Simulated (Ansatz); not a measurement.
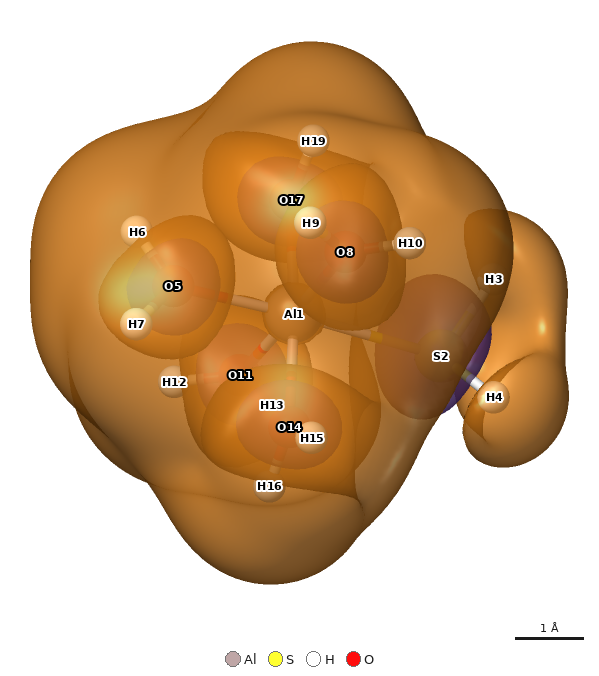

*AlH₁₂O₅S (charge +3). One frontier orbital at ±0.04 Å⁻³ᐟ² (orange and purple are the two phases), seen at a tilt.*

Geometry: PBE-D4/def2-SVP.

Computed with Ansatz 0.2.0, RKS PBE0-D4/def2-TZVP.

Input

```
crystal:
  periodic: [false, false, false]
  atoms:
    - {symbol: Al, position_ang: [-0.034957, 0.005327, -0.051721]}
    - {symbol: S, position_ang: [-0.358153, -0.155637, 2.404701]}
    - {symbol: H, position_ang: [0.336043, -1.246297, 2.861217]}
    - {symbol: H, position_ang: [0.435971, 0.785186, 3.008128]}
    - {symbol: O, position_ang: [0.051427, 0.142375, -1.993226]}
    - {symbol: H, position_ang: [0.040044, -0.604631, -2.637855]}
    - {symbol: H, position_ang: [0.094827, 0.973557, -2.523280]}
    - {symbol: O, position_ang: [1.909954, -0.068220, -0.000592]}
    - {symbol: H, position_ang: [2.504390, -0.032298, -0.788999]}
    - {symbol: H, position_ang: [2.499359, -0.147404, 0.786244]}
    - {symbol: O, position_ang: [-1.984450, 0.081664, -0.147572]}
    - {symbol: H, position_ang: [-2.526861, 0.157995, -0.969195]}
    - {symbol: H, position_ang: [-2.622170, 0.053435, 0.606743]}
    - {symbol: O, position_ang: [0.018730, 1.952007, 0.030870]}
    - {symbol: H, position_ang: [0.819126, 2.521674, 0.122151]}
    - {symbol: H, position_ang: [-0.760507, 2.556284, 0.072884]}
    - {symbol: O, position_ang: [-0.120167, -1.931856, -0.248370]}
    - {symbol: H, position_ang: [-0.940142, -2.479419, -0.291779]}
    - {symbol: H, position_ang: [0.637545, -2.563741, -0.240349]}
basis:
  gaussian: {orbitals: def2-TZVP, initial_orbitals: start.molden}
total_charge: 3
hamiltonian: {xc: pbe0, dispersion: d4}
scf: {omitted_lower_state_checks: [starts]}
output: {orbitals: {seedname: orbitals}}
```

Launched as:

```sh
ansatz run in.yaml --threads 4 --pin off --events-out ev --progress --plain --max-ram 4787MiB
```

> Which orbital is it: HOMO or LUMO?

The LUMO, at −12.85 eV. No atom holds more than about 20 % of it (Hirshfeld); by element the shares are H 50 %, O 25 %, Al 15 % and S 10 %.
